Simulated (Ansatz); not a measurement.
## Two runs on Ge2H5OF

System: Ge2H5OF, SMILES [OH][GeH]([F])[GeH3].
Method of run A: RKS SPW92/def2-TZVPP (Ansatz 0.2.0).

The geometry comes from this level: PBE0-D4/def2-TZVP. Text and figures count atoms from 1; the logs count them from 0 in places.

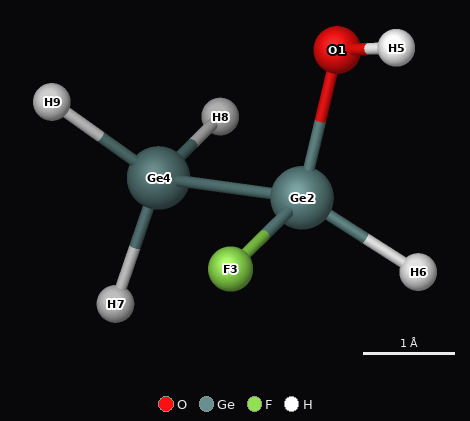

The structure (ball-and-stick view, seen at a tilt; atoms are numbered from 1 in the order of the input). Sticks mark near contacts. Bond lengths as drawn: F–Ge 1.75 Å, Ge–Ge 2.42 Å, Ge–H 1.53 to 1.54 Å, Ge–O 1.77 Å and H–O 0.96 Å.

**Input, run A**
```yaml
crystal:
  periodic: [false, false, false]
  atoms:
    - {symbol: O, position_ang: [-0.777333, 0.482109, 1.794197]}
    - {symbol: Ge, position_ang: [-0.793445, 0.408025, 0.026757]}
    - {symbol: F, position_ang: [-0.676393, 2.055748, -0.543950]}
    - {symbol: Ge, position_ang: [1.208065, -0.776242, -0.639139]}
    - {symbol: H, position_ang: [-1.552658, 0.911497, 2.164555]}
    - {symbol: H, position_ang: [-2.172426, -0.061110, -0.482080]}
    - {symbol: H, position_ang: [1.314105, -0.750636, -2.169286]}
    - {symbol: H, position_ang: [1.115347, -2.229568, -0.155953]}
    - {symbol: H, position_ang: [2.423439, -0.086222, -0.012300]}
basis:
  gaussian: {orbitals: def2-TZVPP}
hamiltonian: {xc: lda}
output: {orbitals: {seedname: orbitals}}
```

Hardware: 4 CPU threads, shared host.

**Output (run A)**
```
Functional definition: SPW92
  exchange = slater_x
  correlation = pw_c
1318 factors; their error is unknown
mean field evaluation 1: about -117672.4597 eV, gradient 8.0e1 eV
mean field evaluation 2: about -117608.6543 eV, gradient 1.9e2 eV
mean field evaluation 4: about -117680.6006 eV, gradient 2.1e1 eV
mean field evaluation 8: about -117681.1934 eV, gradient 1.2e-1 eV
mean field evaluation 16: about -117681.1660 eV, gradient 1.0e-4 eV
mean field -117681.16601160 eV, -4324.7030837672 hartree, gradient 2.6e-5 eV, S^2 0.000000; 0 other end points of the search recorded, 0 dependent functions left out
reference -117681.16605011 eV, -4324.7030851821 hartree; 43, 43 occupied and 185, 185 virtual orbitals, 1318 factors
Total energy: -117681.16605011 eV, -4324.7030851821 hartree
```

Run B used a changed input.

**The two runs side by side**

| quantity | run A | run B |
| --- | --- | --- |
| outcome | converged | converged |
| total energy (hartree) | −4324.703085 | −4331.790442 |
| HOMO (eV) | −7.31 | −10.73 |
| LUMO (eV) | −1.13 | 1.91 |
| basis functions | 228 | 228 |
| wall time (shared host) | 0.6 s | 2.9 s |

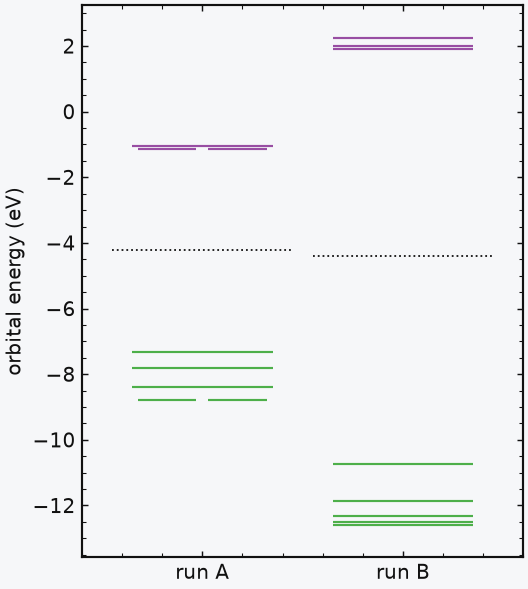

The five highest filled and three lowest empty orbital energies of the two runs; the dotted lines part filled from empty levels. The HOMO–LUMO gap is 6.18 eV in run A and 12.64 eV in run B.

What was changed in the input?

The change (lines with − go, lines with + come):
```diff
-hamiltonian: {xc: lda}
+hamiltonian: {xc: {name: wB97X-V}}
```

The total energies belong to different methods, so their difference says nothing on which is more stable or more accurate. The HOMO goes from −7.31 to −10.73 eV. The LUMO goes from −1.13 to 1.91 eV.

**Output (run B)**
```
Functional definition: wB97X-V
  parameter omega = 0.3/bohr
  parameter cx = 0.167
  parameter cx1 = 0.603
  parameter cx2 = 1.194
  parameter css0 = 0.556
  parameter css1 = -0.257
  parameter cos0 = 1.219
  parameter cos1 = -1.850
  parameter b = 6.0
  parameter c = 0.01
  exchange = spin_sum(e_x_unif_sr(omega)*poly(b97_u_x, 1 - cx, cx1, cx2)) + cx*exact_x_sr(omega) + exact_x_lr(omega)
  correlation = spin_sum(e_c_pw_same_spin*poly(b97_u_same, css0, css1))
      + integral(e_c_pw_opposite_spin*poly(b97_u_opposite, cos0, cos1)) + vv10(b, c)
1380 factors; their error is unknown
278 factors; integrals over basis functions are off by at most 5.9e-6 eV
mean field evaluation 1: about -117868.0771 eV, gradient 6.1e1 eV
mean field evaluation 2: about -117865.7980 eV, gradient 7.6e1 eV
mean field evaluation 4: about -117873.6547 eV, gradient 1.7e0 eV
mean field evaluation 8: about -117874.0229 eV, gradient 7.0e-2 eV
mean field evaluation 16: about -117874.0229 eV, gradient 3.7e-5 eV
mean field -117874.02286412 eV, -4331.7904423740 hartree, gradient 3.7e-5 eV, S^2 0.000000; 0 other end points of the search recorded, 0 dependent functions left out
reference -117874.02286217 eV, -4331.7904423026 hartree; 43, 43 occupied and 185, 185 virtual orbitals, 1380 factors
Total energy: -117874.02286217 eV, -4331.7904423026 hartree
```
